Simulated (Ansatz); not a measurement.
# CH6O3Si: ladder of methods at one geometry from a Python script

Aim: a ladder of methods at one geometry, for CH6O3Si, run from a script.

Computed with the Python package of Ansatz 0.2.0. The levels of theory stand in the script.

## 1. The structure

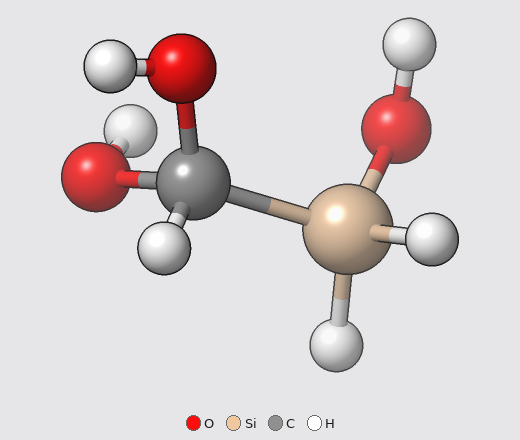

The starting structure, viewed from a chosen angle; oxygen red, silicon light orange, carbon grey, hydrogen white.

No structure file is read: the coordinates are typed or built in the script.

## 2. Script

Contents of methods_ch6o3si.py:

```python
'''One geometry of CH6O3Si, method by method.'''

from dataclasses import dataclass
from pathlib import Path

import ansatz as az
import numpy as np


@dataclass
class RunConfig:
    basis: str = 'def2-SVP'


opts = RunConfig()

ch6o3si = (
    az.Crystal.molecule()
    .atom('O', (-1.676, -0.2995, 1.2288))
    .atom('Si', (-1.0314, -0.6669, -0.2444))
    .atom('C', (0.7197, 0.0956, -0.4085))
    .atom('O', (0.8724, 1.5258, -0.2859))
    .atom('O', (1.7196, -0.3904, 0.5227))
    .atom('H', (-1.8101, 0.7169, 1.3682))
    .atom('H', (-1.8733, -0.1415, -1.3215))
    .atom('H', (-0.9255, -2.1264, -0.345))
    .atom('H', (1.1111, -0.154, -1.3544))
    .atom('H', (1.6907, 1.7575, -0.5701))
    .atom('H', (1.2682, -0.3741, 1.4307))
)

job = ch6o3si.calculation().basis(gaussian=opts.basis)

print('functional    E (Ha)        dipole (D)   HOMO (eV)  LUMO (eV)')
for name in ['revpbe', 'lda', 'hse06', 'hf', 'blyp', 'pbe']:
    data = job.functional(name).forces().orbitals().run(runs_dir='runs').report
    lines = Path(data['orbitals_path']).read_text().splitlines()
    field_of = lambda key: [line.split('=')[1].strip() for line in lines if line.startswith(key)]
    orbitals = [(27.211386 * float(e), s, float(n)) for e, s, n in zip(field_of('Ene='), field_of('Spin='), field_of('Occup='))]
    homo = max(e for e, _, n in orbitals if n > 0.5)
    lumo = min(e for e, _, n in orbitals if n < 0.5)
    dipole = 4.803205 * np.linalg.norm(data['charge_distribution']['dipole_moment_e_ang'])
    print(f'{name:10s} {data["free_energy_ev"] / 27.211386246:14.6f} {dipole:9.3f} {homo:11.3f} {lumo:10.3f}')
```

## 3. What the engine is handed

The engine receives this input (first run):

```yaml
crystal:
  periodic: [false, false, false]
  atoms:
    - { symbol: O, position_ang: [-1.676, -0.2995, 1.2288] }
    - { symbol: Si, position_ang: [-1.0314, -0.6669, -0.2444] }
    - { symbol: C, position_ang: [0.7197, 0.0956, -0.4085] }
    - { symbol: O, position_ang: [0.8724, 1.5258, -0.2859] }
    - { symbol: O, position_ang: [1.7196, -0.3904, 0.5227] }
    - { symbol: H, position_ang: [-1.8101, 0.7169, 1.3682] }
    - { symbol: H, position_ang: [-1.8733, -0.1415, -1.3215] }
    - { symbol: H, position_ang: [-0.9255, -2.1264, -0.345] }
    - { symbol: H, position_ang: [1.1111, -0.154, -1.3544] }
    - { symbol: H, position_ang: [1.6907, 1.7575, -0.5701] }
    - { symbol: H, position_ang: [1.2682, -0.3741, 1.4307] }
basis:
  gaussian:
    orbitals: def2-SVP
hamiltonian:
  xc: revpbe
output:
  orbitals: {}
  forces: true
```

## 4. Running it

Started as:

```
> python methods_ch6o3si.py
```

Standard output:

```text
functional    E (Ha)        dipole (D)   HOMO (eV)  LUMO (eV)
revpbe        -556.430363     0.969      -5.673     -0.557
lda           -553.417275     1.031      -5.860     -0.882
hse06         -556.151847     1.040      -7.166     -0.116
hf            -554.579310     1.273     -11.834      3.638
blyp          -556.506690     0.979      -5.576     -0.589
pbe           -556.134666     0.982      -5.717     -0.662
```

It took 16 s on 1 thread of Arm Neoverse V2, shared host; peak memory 0.27 GiB.

## 5. Inputs of later runs

The engine's inputs for some of the other runs:

Run 3, against run 1:

```diff
@@ -19 +19 @@
-  xc: revpbe
+  xc: hse06
```

Run 4, against run 1:

```diff
@@ -19 +19 @@
-  xc: revpbe
+  xc: hf
```

Run 5, against run 1:

```diff
@@ -19 +19 @@
-  xc: revpbe
+  xc: blyp
```

## 6. Run by run

From the records of these 6 runs:

| run | functional | energy (eV) | SCF cycles | CPU time (s) |
| --- | --- | --- | --- | --- |
| 1 | revpbe | -15141.2415 | 18 | 2.9 |
| 2 | lda | -15059.2512 | 18 | 1.8 |
| 3 | hse06 | -15133.6627 | 17 | 3.9 |
| 4 | hf | -15090.8718 | 12 | 1.4 |
| 5 | blyp | -15143.3185 | 18 | 2.9 |
| 6 | pbe | -15133.1952 | 18 | 2.9 |

Totals hang on method, basis and potentials, so only like runs compare.

The fields below are those of run 1.

## 7. The molecule's orbitals and density

Orbitals, density, ELF and potential are computed afterwards from the orbital file.

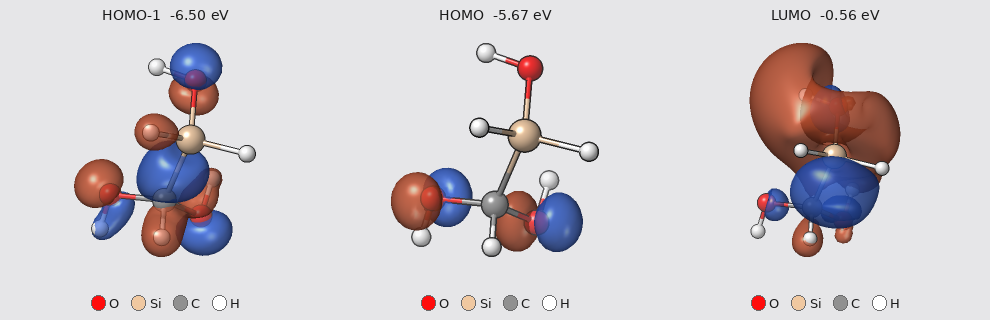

Frontier orbitals at revPBE/def2-SVP; each surface holds 70 % of the orbital's density, blue and red mark the sign.

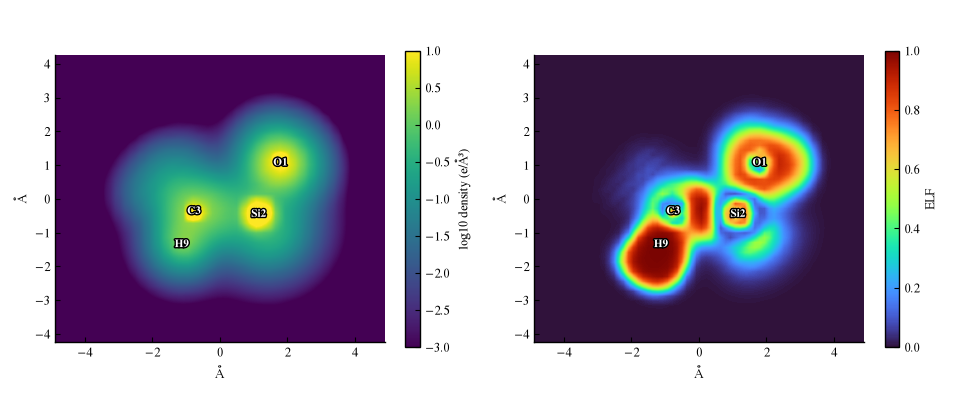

Density (left) and ELF (right) in a plane through or near 4 of the atoms.

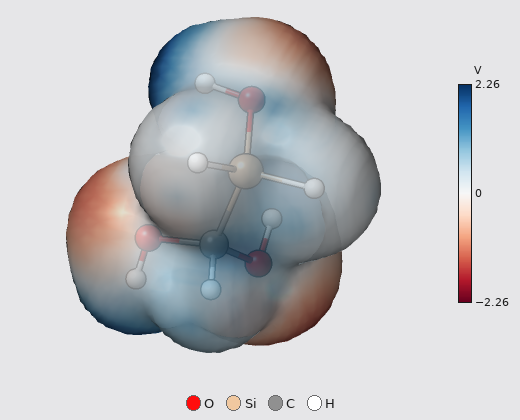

Electrostatic potential on the surface of density 0.002 e/bohr³; red is low, blue high. It runs from -1.29 V near O5 to 2.26 V near H6.

## 8. Summary of results

| quantity | value |
| --- | --- |
| runs compared | 6 |
| HOMO-LUMO gap of the mean field (revPBE/def2-SVP) | 5.12 eV |

**Reading.** All 6 runs converged (12 to 18 cycles). What to keep in mind:
- The geometry is a force-field or estimated start, not a minimum of this method, and the basis set is short of its limit. A lower total doesn't mark the better method: functionals have no common bound, and MP2 and coupled cluster aren't variational.
- Levels such as HOMO and LUMO are orbital energies: with these approximate functionals they aren't the ionisation energy and electron affinity, and their gap isn't the fundamental gap.
- hse06 follows the composition of plane-wave codes, whose totals differ by tens of mHa, up to about 0.1 Ha, from the form usual in Gaussian-basis programs (wpbeh).
